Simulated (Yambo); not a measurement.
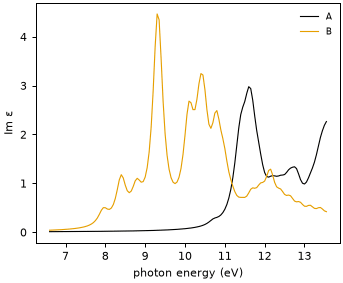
Figure. Two computed absorption spectra of K₂NaScF₆ (space group Fm-3m, No. 225) (Yambo, LDA bands with the same scissor, field along x)

Q: Which curve includes the electron-hole attraction (BSE), and where are its main peaks?

A: Curve B: the attraction moves weight to lower energy (centre of the plotted range 10.3 eV against 12.1 eV). Its peaks lie at 9.3 eV, 10.4 eV, 10.8 eV, 12.2 eV. Settings: 4×4×4 mesh, 18 valence and 12 conduction bands, static screening with 98 bands and a 3 Ry block, scissor 4.04 eV, Tamm-Dancoff. The scissor comes from a G0W0 run whose convergence isn't established. Broadening 0.15 eV. The band window holds all transitions up to 15.6 eV. Fine structure above the onset can come from the mesh.

Geometry of the Materials Project entry, not relaxed at this level; primitive cell a = b = c = 6.0880 Å, α = β = γ = 60.00°.
